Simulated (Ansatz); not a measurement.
**BiB2, from a guessed structure to a relaxed one**

Starting from a made-up structure for BiB2, the aim is the relaxed cell, its shortest contacts and, where a second run follows, its electronic structure.

Main program and level: Ansatz 0.2.0; DFT, PBE, plane-wave PAW, files of the set soft_1, scalar-relativistic, no spin, cell and ions relaxed at zero pressure; PAW set soft_1, in the first sound run; inputs show where later runs differ.

## 1. The starting structure

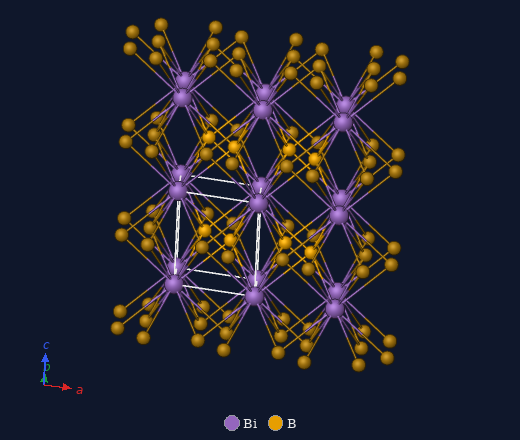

The starting structure, seen slightly off an axis (bismuth purple, boron orange). 2×1×2 cells are drawn. Some periodic images of atoms are drawn too.

## 2. Relaxing cell and atoms

The guessed cell has no reason to be at equilibrium. It is relaxed with the atoms, within the space group of the guess.

File input.yaml:

```yaml
crystal:
  lattice:
    - [3.649, 0.0, 0.0]
    - [-1.8245, 3.160126698, 0.0]
    - [0.0, 0.0, 3.661]
  atoms:
    - { symbol: Bi, position: [0.0, 0.0, 0.0] }
    - { symbol: B, position: [0.666666667, 0.333333333, 0.5] }
    - { symbol: B, position: [0.333333333, 0.666666667, 0.5] }
kpoints:
  mp_grid: { grid: [8, 8, 7] }
scf:
  occupations: { method: fermi_dirac, width: 0.05 }
hamiltonian:
  xc: pbe
  pseudopotentials: { kind: paw, azcp: { folder: soft_1 } }
relax:
  f_tol: 0.015
  max_steps: 70
  cell: {}
output:
  forces: true
  stress: true
```

Run with:

```bash
ansatz run input.yaml --threads 4 --pin off --max-ram 8192MiB --backend cpu --events-out ev --progress --plain --runs-dir out
```

Numbers of over 12 decimals in the logs are rounded to 6 here.

Output:

```text
Engine: ansatz 0.2.0, aarch64-unknown-linux-gnu
Pseudopotentials: kind: paw
Pseudopotential: Bi, paw, valence charge 15, recommended cutoff 420 eV (normal), soft_1/Bi.paw.azcp
Pseudopotential: B, paw, valence charge 3, recommended cutoff 420 eV (normal), soft_1/B.paw.azcp
Functional definition: PBE
  parameter kappa = 0.804
  parameter beta = 0.066725
  exchange = pbe_x(kappa = kappa, mu = beta*pi^2/3)
  correlation = pbe_c(beta = beta)
Crystal: 3 atoms, lattice volume = 42.216 Å³
Basis set: ecut = 420 eV, 829 PW (Γ), exchange–correlation on 50×50×50 points (8 copies of the dense FFT grid, shifted against one another)
Bands: 15, of which v1, the nominal top of the filled ones, is band 11 counted from 1 (10 counted from 0)
Symmetry: 24 space group operations
Space group: P6/mmm (ITA 191), of the structure as read, at distance tolerance 3.5e-5 Å
k-points: 40 of 448
Non-local potential: Bi, projectors of the file, l = 0: 2, l = 1: 2, l = 2: 2, l = 3: 1
Non-local potential: B, projectors of the file, l = 0: 2, l = 1: 2, l = 2: 1
PAW form: soft (Blöchl's): semilocal exchange-correlation on the pseudo side does not see the compensation charge
PAW one-centre angular grid: Bi, 590 points (default); XC on 64 Gauss nodes
PAW one-centre angular grid: B, 110 points (default); XC on 64 Gauss nodes
Initial density: superposition of atomic densities (chi_scale 0.1, normalization cell, long waves kept (reshape's long-wave potential 0.00 eV rms))
Initial wavefunctions: pseudopotential atomic-orbital guess
Functional: x = pbe(κ = 0.804, μ = 0.219515), c = pbe(β = 0.066725)
SCF iter   1: F=—  HF=-12708.099979 eV  |F-HF|=—  |Δ(HF+E_count)|=         —  Δρ=4.86e-2  dr2=2.29e0  ethr=3.10e-3  ⟨swp⟩=5.8  Hψ=3076  notcnv=0
preconditioner: auto → none  [metal: Δε(μ)=0.052 eV  Ē_g=16.857 eV  σ=0.050 eV  W_gap=0.24  n_scr=8 (ndim 8)  ℏωp=26.2 eV  f_vac=0.000  D(μ)=1.43/eV (n_scr^D=8)  sad-step TF]
SCF iter   2: F=—  HF=-12707.792031 eV  |F-HF|=—  |Δ(HF+E_count)|=   3.08e-1  Δρ=3.67e-2  dr2=1.37e0  ethr=3.10e-3  ⟨swp⟩=1.4  Hψ=935  notcnv=0  defer=1
SCF iter   3: F=—  HF=-12707.360997 eV  |F-HF|=—  |Δ(HF+E_count)|=   4.31e-1  Δρ=1.10e-2  dr2=1.24e-1  ethr=3.10e-3  ⟨swp⟩=2.2  Hψ=971  notcnv=0  defer=1
SCF iter   4: F=—  HF=-12707.320577 eV  |F-HF|=—  |Δ(HF+E_count)|=   4.04e-2  Δρ=4.50e-4  dr2=9.52e-5  ethr=5.90e-4  ⟨swp⟩=2.2  Hψ=1064  notcnv=0  defer=3
SCF iter   5: F=—  HF=-12707.320661 eV  |F-HF|=—  |Δ(HF+E_count)|=   8.42e-5  Δρ=1.21e-4  dr2=6.55e-6  ethr=4.53e-7  ⟨swp⟩=2.0  Hψ=1039  notcnv=0  defer=3
SCF iter   6: F=—  HF=-12707.320661 eV  |F-HF|=—  |Δ(HF+E_count)|=   7.63e-7  Δρ=3.15e-5  dr2=1.93e-7  ethr=3.12e-8  ⟨swp⟩=2.0  Hψ=1005  notcnv=0  defer=3
SCF iter   7: F=-12707.320661 eV  HF=-12707.320661 eV  |F-HF|=3.87e-9  |Δ(HF+E_count)|=   1.67e-7  Δρ=8.25e-6  dr2=1.79e-8  ethr=4.76e-10  ⟨swp⟩=4.0  Hψ=1920  notcnv=0
SCF 1 converged in 7 iterations: F = -12707.320661 eV  dr2 = 1.79e-8
  greatest PAW one-centre occupation: 0.989 electrons in one spin orbital (limit 2), on the Bi atom at site 0 (counted from 0), in its partial waves of l = 2
relax step   1: F+E_penalty+E_count = -12707.32066079 eV  Δ(F+E_penalty+E_count) = +0.000e0 eV  max|allowed force component| = 1.850e-16 eV/Å  Δτ_max = 0.0000 Å  P = -3.811 GPa  Ω = 42.216 Å³  (7 SCF iters, dr2 threshold 1.00e-7 eV, accepted)
Crystal: 3 atoms, lattice volume = 41.662 Å³
Basis set: ecut = 420 eV, 811 PW (Γ), exchange–correlation on 50×50×50 points (8 copies of the dense FFT grid, shifted against one another)
Initial density: handed on by an earlier stage of this run
Initial wavefunctions: those handed on with the density
iter 1 solved again at ethr=8.60e-5 eV; its pass at ethr=3.10e-3 eV (dr2=1.81e-2 eV) is discarded
SCF iter   1: F=—  HF=-12707.776543 eV  |F-HF|=—  |Δ(HF+E_count)|=         —  Δρ=5.67e-3  dr2=1.83e-2  ethr=8.60e-5  ⟨swp⟩=1.0  Hψ=4138  notcnv=0
preconditioner: auto → none  [metal: Δε(μ)=0.092 eV  Ē_g=17.770 eV  σ=0.050 eV  W_gap=0.43  n_scr=8 (ndim 8)  ℏωp=26.4 eV  f_vac=0.000  D(μ)=1.33/eV (n_scr^D=8)]
SCF iter   2: F=—  HF=-12707.772052 eV  |F-HF|=—  |Δ(HF+E_count)|=   4.49e-3  Δρ=2.55e-3  dr2=3.32e-3  ethr=8.60e-5  ⟨swp⟩=1.2  Hψ=611  notcnv=0
SCF iter   3: F=—  HF=-12707.771118 eV  |F-HF|=—  |Δ(HF+E_count)|=   9.34e-4  Δρ=1.57e-4  dr2=3.72e-6  ethr=1.58e-5  ⟨swp⟩=2.0  Hψ=738  notcnv=0
SCF iter   4: F=—  HF=-12707.771127 eV  |F-HF|=—  |Δ(HF+E_count)|=   8.46e-6  Δρ=5.17e-5  dr2=3.06e-7  ethr=1.77e-8  ⟨swp⟩=2.0  Hψ=1015  notcnv=0
iter 5 did not close the SCF: its close was put off for the readings that it lacked (scf_convergence_deferred on its scf_iter line)
SCF iter   5: F=-12707.771127 eV  HF=-12707.771127 eV  |F-HF|=1.25e-8  |Δ(HF+E_count)|=   6.54e-7  Δρ=1.11e-5  dr2=2.02e-8  ethr=1.46e-9  ⟨swp⟩=2.1  Hψ=994  notcnv=0
SCF iter   6: F=-12707.771127 eV  HF=-12707.771127 eV  |F-HF|=2.62e-10  |Δ(HF+E_count)|=   1.89e-8  Δρ=1.46e-6  dr2=4.83e-10  ethr=9.60e-11  ⟨swp⟩=1.1  Hψ=1780  notcnv=0
SCF 2 converged in 6 iterations: F = -12707.771127 eV  dr2 = 4.83e-10
relax step   2: F+E_penalty+E_count = -12707.77112744 eV  Δ(F+E_penalty+E_count) = -4.505e-1 eV  max|allowed force component| = 7.401e-17 eV/Å  Δτ_max = 0.0000 Å  P = -3.102 GPa  Ω = 41.662 Å³  energy of the carried Pulay correction = +2.569e-4 eV  (6 SCF iters, dr2 threshold 3.00e-7 eV, accepted)
Crystal: 3 atoms, lattice volume = 40.290 Å³
Basis set: ecut = 420 eV, 793 PW (Γ), exchange–correlation on 50×50×50 points (8 copies of the dense FFT grid, shifted against one another)
iter 1 solved again at ethr=2.19e-4 eV; its pass at ethr=3.10e-3 eV (dr2=4.60e-2 eV) is discarded
SCF iter   1: F=—  HF=-12708.286283 eV  |F-HF|=—  |Δ(HF+E_count)|=         —  Δρ=1.00e-2  dr2=4.64e-2  ethr=2.19e-4  ⟨swp⟩=1.0  Hψ=4186  notcnv=0
preconditioner: auto → none  [insulator: Δε(μ)=0.322 eV  Ē_g=18.017 eV  σ=0.050 eV  W_gap=0.59  n_scr=8 (ndim 8)  ℏωp=26.8 eV  f_vac=0.000  D(μ)=0.98/eV (n_scr^D=2)  ε∞_Penn≈3.2]
SCF iter   2: F=—  HF=-12708.274884 eV  |F-HF|=—  |Δ(HF+E_count)|=   1.14e-2  Δρ=4.57e-3  dr2=8.68e-3  ethr=2.19e-4  ⟨swp⟩=2.0  Hψ=770  notcnv=0
SCF iter   3: F=—  HF=-12708.272472 eV  |F-HF|=—  |Δ(HF+E_count)|=   2.41e-3  Δρ=2.34e-4  dr2=8.66e-6  ethr=4.13e-5  ⟨swp⟩=2.0  Hψ=830  notcnv=0
SCF iter   4: F=—  HF=-12708.272486 eV  |F-HF|=—  |Δ(HF+E_count)|=   1.41e-5  Δρ=5.44e-5  dr2=4.07e-7  ethr=4.13e-8  ⟨swp⟩=2.3  Hψ=1009  notcnv=0
iter 5 did not close the SCF: its close was put off for the readings that it lacked (scf_convergence_deferred on its scf_iter line)
[...]
relax step   5: F+E_penalty+E_count = -12708.73206000 eV  Δ(F+E_penalty+E_count) = -1.457e-1 eV  max|allowed force component| = 7.401e-17 eV/Å  Δτ_max = 0.0000 Å  P = +1.362 GPa  Ω = 40.122 Å³  energy of the carried Pulay correction = +9.859e-4 eV  (6 SCF iters, dr2 threshold 3.00e-7 eV, accepted)
relax step   6: F+E_penalty+E_count = -12708.79882867 eV  Δ(F+E_penalty+E_count) = -6.677e-2 eV  max|allowed force component| = 7.401e-17 eV/Å  Δτ_max = 0.0000 Å  P = -0.213 GPa  Ω = 40.940 Å³  energy of the carried Pulay correction = +5.594e-4 eV  (6 SCF iters, dr2 threshold 3.00e-7 eV, accepted)
relax step   7: F+E_penalty+E_count = -12708.81638630 eV  Δ(F+E_penalty+E_count) = -1.756e-2 eV  max|allowed force component| = 1.665e-16 eV/Å  Δτ_max = 0.0000 Å  P = -0.957 GPa  Ω = 41.576 Å³  energy of the carried Pulay correction = +2.324e-4 eV  (6 SCF iters, dr2 threshold 3.00e-7 eV, accepted)
relax step   8: F+E_penalty+E_count = -12708.81679391 eV  Δ(F+E_penalty+E_count) = -4.076e-4 eV  max|allowed force component| = 1.449e-16 eV/Å  Δτ_max = 0.0000 Å  P = +0.837 GPa  Ω = 41.054 Å³  energy of the carried Pulay correction = +4.919e-4 eV  (6 SCF iters, dr2 threshold 3.00e-7 eV, accepted)
relax step   9: F+E_penalty+E_count = -12708.81740448 eV  Δ(F+E_penalty+E_count) = -6.106e-4 eV  max|allowed force component| = 2.467e-16 eV/Å  Δτ_max = 0.0000 Å  P = +0.012 GPa  Ω = 41.254 Å³  energy of the carried Pulay correction = +3.929e-4 eV  (6 SCF iters, dr2 threshold 3.00e-7 eV, accepted)
relax step  10: F+E_penalty+E_count = -12708.81745815 eV  Δ(F+E_penalty+E_count) = -5.367e-5 eV  max|allowed force component| = 6.476e-17 eV/Å  Δτ_max = 0.0000 Å  P = +0.004 GPa  Ω = 41.280 Å³  energy of the carried Pulay correction = +3.795e-4 eV  (6 SCF iters, dr2 threshold 1.77e-7 eV, accepted)
relax step  11: F+E_penalty+E_count = -12708.85574173 eV  Δ(F+E_penalty+E_count) = -3.828e-2 eV  max|allowed force component| = 7.401e-17 eV/Å  Δτ_max = 0.0000 Å  P = +0.953 GPa  Ω = 41.280 Å³  stress off target by 2.77e0 GPa  SCF on the basis re-selected at this cell (its energy is not comparable with the rows above)  (6 SCF iters)
relax step  12: F+E_penalty+E_count = -12708.86179158 eV  Δ(F+E_penalty+E_count) = -6.050e-3 eV  max|allowed force component| = 1.018e-16 eV/Å  Δτ_max = 0.0000 Å  P = +0.266 GPa  Ω = 41.731 Å³  energy of the carried Pulay correction = -2.002e-4 eV  (6 SCF iters, dr2 threshold 3.00e-7 eV, accepted)
relax step  13: F+E_penalty+E_count = -12708.86291442 eV  Δ(F+E_penalty+E_count) = -1.123e-3 eV  max|allowed force component| = 3.392e-17 eV/Å  Δτ_max = 0.0000 Å  P = -0.076 GPa  Ω = 42.032 Å³  energy of the carried Pulay correction = -3.290e-4 eV  (6 SCF iters, dr2 threshold 3.00e-7 eV, accepted)
relax step  14: F+E_penalty+E_count = -12708.86300912 eV  Δ(F+E_penalty+E_count) = -9.470e-5 eV  max|allowed force component| = 7.093e-17 eV/Å  Δτ_max = 0.0000 Å  P = +0.002 GPa  Ω = 41.970 Å³  energy of the carried Pulay correction = -3.026e-4 eV  (6 SCF iters, dr2 threshold 2.04e-7 eV, accepted)
iter 1 solved again at ethr=6.21e-8 eV; its pass at ethr=3.10e-3 eV (dr2=1.30e-5 eV) is discarded
SCF iter   1: F=—  HF=-12708.863364 eV  |F-HF|=—  |Δ(HF+E_count)|=         —  Δρ=1.08e-4  dr2=1.65e-7  ethr=6.21e-8  ⟨swp⟩=3.2  Hψ=5304  notcnv=0
preconditioner: auto → none  [metal: Δε(μ)=0.053 eV  Ē_g=18.156 eV  σ=0.050 eV  W_gap=0.24  n_scr=8 (ndim 8)  ℏωp=26.3 eV  f_vac=0.000  D(μ)=1.57/eV (n_scr^D=8)]
SCF iter   2: F=—  HF=-12708.863378 eV  |F-HF|=—  |Δ(HF+E_count)|=   1.39e-5  Δρ=5.42e-5  dr2=3.71e-8  ethr=7.85e-10  ⟨swp⟩=2.2  Hψ=892  notcnv=0
SCF iter   3: F=—  HF=-12708.863383 eV  |F-HF|=—  |Δ(HF+E_count)|=   5.12e-6  Δρ=4.08e-6  dr2=9.56e-10  ethr=1.77e-10  ⟨swp⟩=2.0  Hψ=813  notcnv=0
iter 4 did not close the SCF: its close was put off for the readings that it lacked (scf_convergence_deferred on its scf_iter line)
SCF iter   4: F=-12708.863383 eV  HF=-12708.863383 eV  |F-HF|=5.46e-12  |Δ(HF+E_count)|=   2.69e-8  Δρ=1.88e-7  dr2=5.85e-12  ethr=4.55e-12  ⟨swp⟩=2.9  Hψ=1064  notcnv=0
iter 5 did not close the SCF: its close was put off for the readings that it lacked (scf_convergence_deferred on its scf_iter line)
SCF iter   5: F=-12708.863383 eV  HF=-12708.863383 eV  |F-HF|=1.82e-12  |Δ(HF+E_count)|=  1.09e-11  Δρ=4.99e-8  dr2=4.24e-13  ethr=1.00e-12  ⟨swp⟩=1.0  Hψ=600  notcnv=0
iter 6 did not close the SCF: its close was put off for the readings that it lacked (scf_convergence_deferred on its scf_iter line)
SCF iter   6: F=-12708.863383 eV  HF=-12708.863383 eV  |F-HF|=0.00e0  |Δ(HF+E_count)|=    0.00e0  Δρ=5.65e-9  dr2=1.82e-14  ethr=1.00e-12  ⟨swp⟩=1.0  Hψ=600  notcnv=0
iter 7 did not close the SCF: its close was put off for the readings that it lacked (scf_convergence_deferred on its scf_iter line)
SCF iter   7: F=-12708.863383 eV  HF=-12708.863383 eV  |F-HF|=1.82e-12  |Δ(HF+E_count)|=  1.82e-12  Δρ=1.43e-9  dr2=1.28e-15  ethr=1.00e-12  ⟨swp⟩=1.0  Hψ=600  notcnv=0
SCF iter   8: F=-12708.863383 eV  HF=-12708.863383 eV  |F-HF|=3.64e-12  |Δ(HF+E_count)|=    0.00e0  Δρ=2.57e-10  dr2=1.16e-17  ethr=1.00e-12  ⟨swp⟩=2.0  Hψ=1585  notcnv=0
SCF 15 converged in 8 iterations: F = -12708.863383 eV  dr2 = 1.16e-17
relax step  15: F+E_penalty+E_count = -12708.86338268 eV  Δ(F+E_penalty+E_count) = -3.736e-4 eV  max|allowed force component| = 1.018e-16 eV/Å  Δτ_max = 0.0000 Å  P = +0.012 GPa  Ω = 41.970 Å³  stress off target by 4.49e-2 GPa  SCF on the basis re-selected at this cell (its energy is not comparable with the rows above)  (8 SCF iters)
basis re-selected at this cell: Δ(F+E_penalty+E_count) = -3.736e-4 eV, ΔP = +0.010 GPa vs the last step (what re-selecting the basis moved, of the pressure what is left beyond the Pulay correction that the steps carried, after the strain that the cell walked since its last selection, with what the two solves' SCF thresholds leave and, on support functions, any second-order correction that the steps lacked; it is no m [...]
SCF converged after 8 iterations
Free energy (F): -12708.863383 eV
Harris-Foulkes:  -12708.863383 eV  (|F-HF|=3.64e-12)
Internal energy: -12708.851324 eV  (E = F + TS)
E sigma→0 (E₀):  -12708.857354 eV
Entropy (-TS):   -0.012058 eV (-4.019 meV/atom)
Fermi energy:    12.303591 eV
--- Per-component energies (eV) ---
  E_band       = -36.004183
  E_kinetic    = 344.209005
  E_local      = -1214.334556  (includes V_loc(G=0)·N_el)
  E_nonlocal   = 426.663248
  E_hartree    = 455.806193
  E_xc         = -216.149648
  E_vxc        = -206.808515  (∫ρ·V_xc dr)
  E_paw        = -10818.011677  (= ΣΔE_a)
  E_vpaw       = -297.345967  (= ΣTr[D̂ρ^β])
  E_aug_tail   = 0.000216  (compensation charges beyond the density's cutoff)
  E_ewald      = -1687.034105
  E_smearing   = -0.012058  (= −TS)
  E_closure    = 0.000000  (closes the sum)
  Σ components = -12708.863383   (vs F -12708.863383, Δ=0.00e0)
--- Forces (eV/Å), atoms counted from 1 ---
  atom   1  Bi    -0.00000000    -0.00000000     0.00000000
  atom   2  B      0.00000000     0.00000000     0.00000000
  atom   3  B      0.00000000    -0.00000000     0.00000000
  max |Σ_I F_I| component: 5.55e-17 eV/Å
--- Stress (GPa, compression-positive) ---
       -0.004546       0.000000       0.000000
        0.000000      -0.004546       0.000000
        0.000000       0.000000       0.044947
  P = ⅓ Tr σ = 0.0120 GPa (0.120 kbar)
--- Relaxed structure (13 steps of the walk, 13 accepted, 2 SCFs on fresh bases) ---
  F+E_penalty+E_count = -12708.86338268 eV   max|allowed force component| = 1.018e-16 eV/Å   (the final SCF, on the basis selected at the relaxed cell)
  cell:  # Å, volume = 41.9701 Å³
    - [3.188617, 0, 0.0]
    - [-1.594309, 2.761423, 0.0]
    - [0.0, 0.0, 4.766552]
  atoms:
    - { symbol: Bi, position: [0, 0, 0.0] }
    - { symbol: B, position: [0.666667, 0.333333, 0.5] }
    - { symbol: B, position: [0.333333, 0.666667, 0.5] }
```

Wall time 5.3 s (4 threads of Arm Neoverse V2, shared host); peak memory 0.32 GiB; 17 s of CPU time.

The steps of the relaxation:

```csv
step,energy less that of the first step (eV),largest force component (eV/Å),pressure (GPa),volume (Å³)
1,0.0000,0.0000,-3.81,42.22
2,-0.4505,0.0000,-3.10,41.66
3,-0.9518,0.0000,-0.40,40.29
4,-1.2657,0.0000,1.48,39.78
5,-1.4114,0.0000,1.36,40.12
6,-1.4782,0.0000,-0.21,40.94
7,-1.4957,0.0000,-0.96,41.58
8,-1.4961,0.0000,0.84,41.05
9,-1.4967,0.0000,0.01,41.25
10,-1.4968,0.0000,0.00,41.28
11*,-1.5351,0.0000,0.95,41.28
12,-1.5411,0.0000,0.27,41.73
13,-1.5423,0.0000,-0.08,42.03
14,-1.5423,0.0000,0.00,41.97
15*,-1.5427,0.0000,0.01,41.97
```

Relaxation steps marked * repeat the geometry before them on a plane-wave basis chosen anew for their cell, so energy and pressure can jump there.

Forces are held to the 24 operations that the run works with; a distortion that breaks them can't arise in this run.

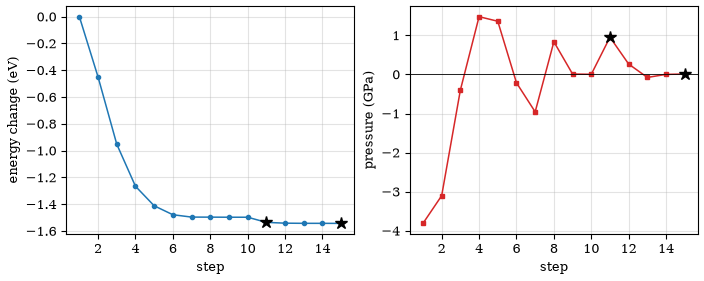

Energy and pressure along the relaxation. Stars mark steps on a basis chosen anew.

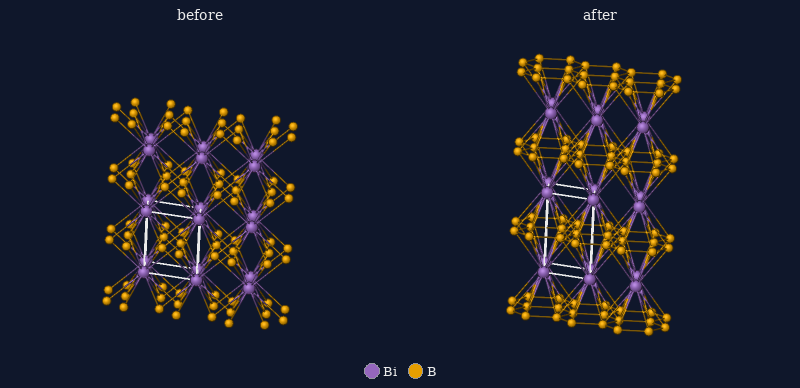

The structure before and after the relaxation, drawn at the same scale.

```csv
cell as run,before,after,change
a (Å),3.649,3.189,-12.6 %
b (Å),3.649,3.189,-12.6 %
c (Å),3.661,4.767,+30.2 %
volume (Å³/atom),14.07,13.99,-0.6 %
```

The relaxed structure:

```xyz
3
Lattice="3.1886 0.0000 0.0000 -1.5943 2.7614 0.0000 0.0000 0.0000 4.7666" Properties=species:S:1:pos:R:3 pbc="T T T"
Bi    0.0000    0.0000    0.0000
B     1.5943    0.9205    2.3833
B     0.0000    1.8409    2.3833
```

Numbers from this step:

| Item | Value |
| --- | --- |
| free energy | -12708.8634 eV |
| energy at zero smearing | -12708.8574 eV |
| smearing term TS | 0.01206 eV |
| Fermi energy | 12.30 eV |
| electrons | 21 |
| symmetry operations | 24 |
| pressure | 0.01195 GPa |

Shortest distances by pair of elements, guess and relaxed (not always the same contact):

```csv
pair,guess (Å),relaxed (Å)
B–B,2.107,1.841
B–Bi,2.791,3.011
Bi–Bi,3.649,3.189
```

The relaxation ends with a pressure of 0.01 GPa.

(Continued in part 2 of 2.)

[Logs are printed without paths, hosts, clocks, repeated set-up lines and the standing remarks that a program may print on its own settings, such as how far it seeks lower states.]

[Hosts, paths, dates, database ids (printed as entryN), source tags and the programs' standing remarks are cut or masked in the printed files.]
